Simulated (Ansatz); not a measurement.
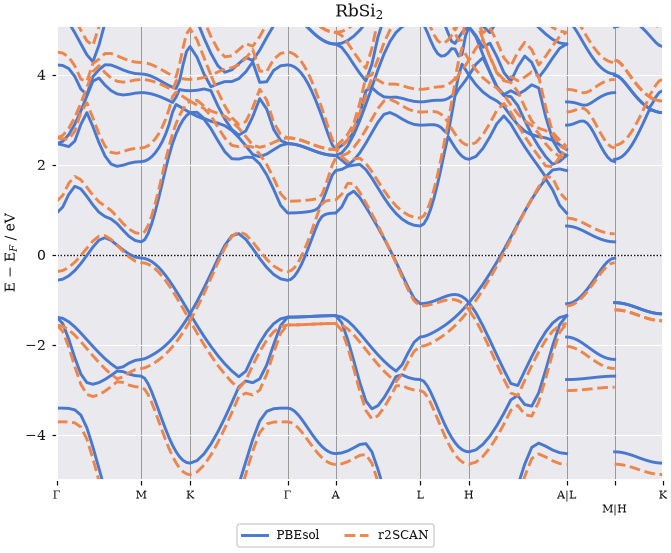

Band structures of RbSi2, space group P-3m1, 3 atoms in the cell, by two methods on the same cell. Each is counted from its own Fermi level.

How do the methods compare?

Answer. Both give a metal. The 2 bands that come within 1 eV of the Fermi level differ by 0.17 eV on average and by 0.31 eV at most (between L and H).

Settings. PBEsol: DFT PBEsol, scalar-relativistic, plane waves, PAW, no spin polarisation, 12×12×8 k mesh, 420 eV cutoff (Ansatz 0.2.0). r2SCAN: DFT r2SCAN, scalar-relativistic, plane waves, PAW, no spin polarisation, 12×12×8 k mesh, 500 eV cutoff, Gaussian smearing of 0.1 eV (Ansatz 0.2.0).

The structure is an invented one, so it need not be a known or stable phase.
